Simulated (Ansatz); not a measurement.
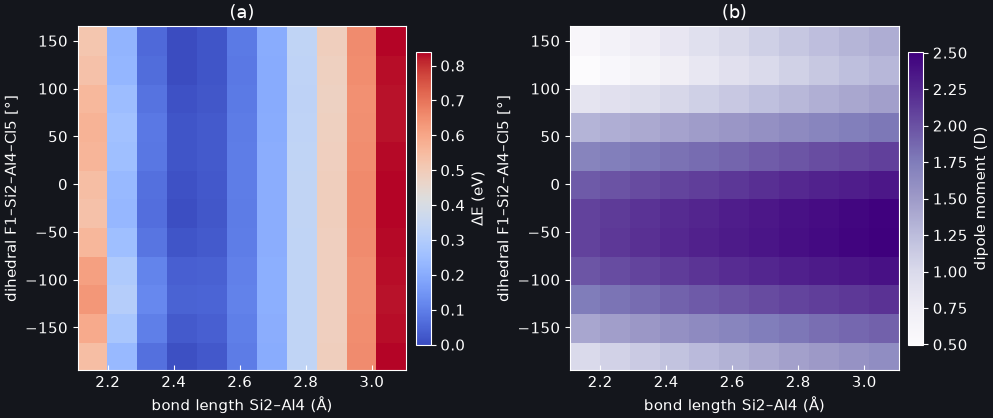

AlCl₂FH₂Si, SMILES F[SiH](Cl)[AlH][Cl]. The first coordinate is: bond length Si2–Al4; the second: dihedral F1–Si2–Al4–Cl5. Nothing is relaxed (all other coordinates rigid). The grid has 11 × 12 points. Points are written as (first, second). Energies: eV, counted from the lowest grid point. Level of theory: RKS B3LYP-D4/def2-SVP in Ansatz 0.2.0.

Panel (a) is the energy and panel (b) the computed dipole moment on the same grid.

In the figure: one coloured cell a grid point.

> How does the dipole moment vary over the map, and what is it at the lowest grid point?

Leaving out the highest fifth of the energies, it runs from 0.50 D at (2.154 Å, 120°) to 2.44 D at (2.878 Å, −60°). At the lowest grid point, (2.425 Å, 150°), it is 0.84 D.
